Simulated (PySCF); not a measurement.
System: C$_{7}$H$_{15}$P (SMILES C=CCPC(C)(C)C).

```xyz
23

C     3.8332    0.2725   -0.2940
C     2.9270   -0.2616    0.5048
C     1.5384   -0.6058    0.0871
P     0.3443    0.5247    0.9867
C    -1.3080    0.1082    0.1580
C    -1.7360   -1.2888    0.6060
C    -1.2670    0.1860   -1.3657
C    -2.2988    1.1434    0.6974
H     3.6234    0.4819   -1.3308
H     4.8231    0.5196    0.0499
H     3.1627   -0.4581    1.5431
H     1.3003   -1.6280    0.3979
H     1.4250   -0.5137   -0.9943
H     0.6082    1.6401    0.1739
H    -1.0804   -2.0508    0.1881
H    -2.7527   -1.4985    0.2759
H    -1.7059   -1.3654    1.6921
H    -0.8882    1.1521   -1.6959
H    -2.2725    0.0613   -1.7665
H    -0.6429   -0.5980   -1.7884
H    -2.0046    2.1486    0.3986
H    -3.3003    0.9499    0.3149
H    -2.3330    1.1073    1.7852
```

Geometry: GFN2-xTB.

Level of theory: PBE0/pcSseg-1, SCF density, gas phase, non-relativistic in PySCF 2.14.0.

> What will maps of the electron density and electron localisation function show?

C–C (1.32 Å): ρ is about 2.3 e/Å³ halfway; the ELF peaks at about 0.90 between the atoms (a short, multiple covalent bond).
C–H (1.08 Å): ρ at the midpoint is about 2 e/Å³; the ELF climbs to about 1 towards the hydrogen, as it does in any bond to H: a covalent bond by its length.
C–C (1.49 Å): ρ at the midpoint is about 1.7 e/Å³; the ELF peaks at about 0.95 between the atoms; a shared electron pair.

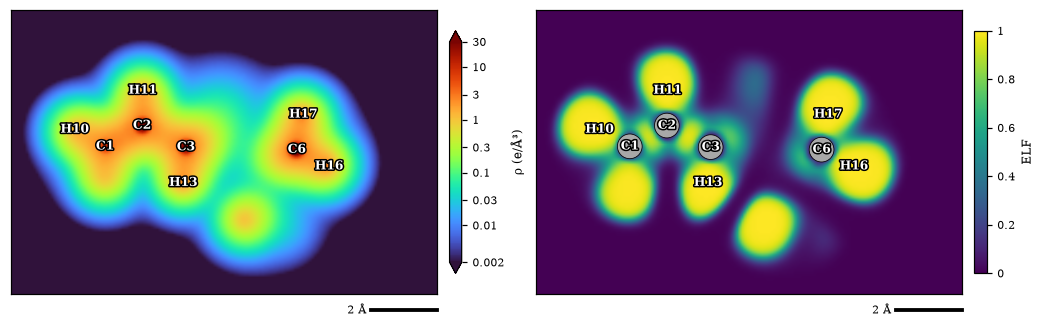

Computed electron density and electron localisation function on the plane of atoms H16, C6 and H17, in this order. Grey discs cover the atomic cores in the ELF map. 
